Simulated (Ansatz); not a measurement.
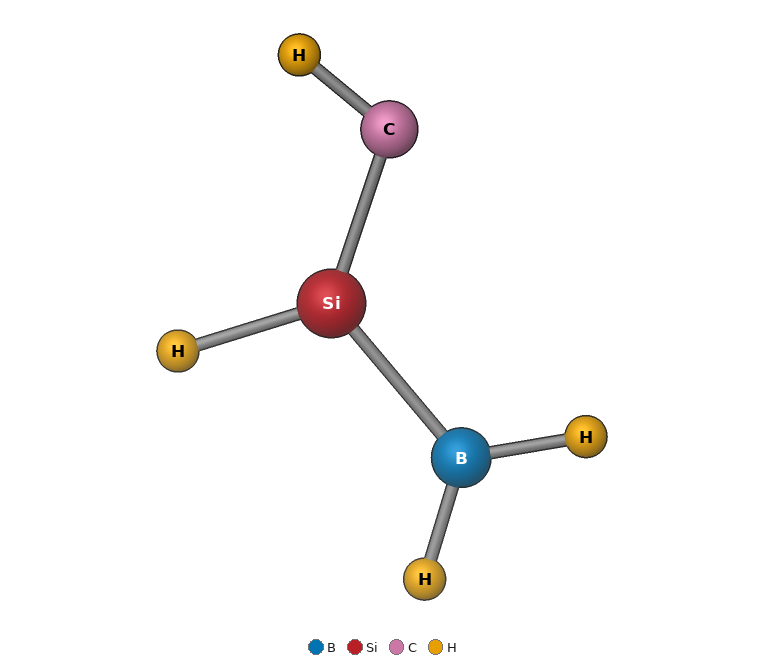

All atoms lie in one plane, which faces the viewer. State: charge −1, singlet. Computed geometry: PBE-D4/def2-SVPD optimisation. No frequency run is at hand to confirm it as a minimum.

Which symmetry elements does this geometry have?

It has 1 mirror plane, so the point group is Cs. The group has 2 operations. The geometry is achiral, and symmetry allows a dipole moment.
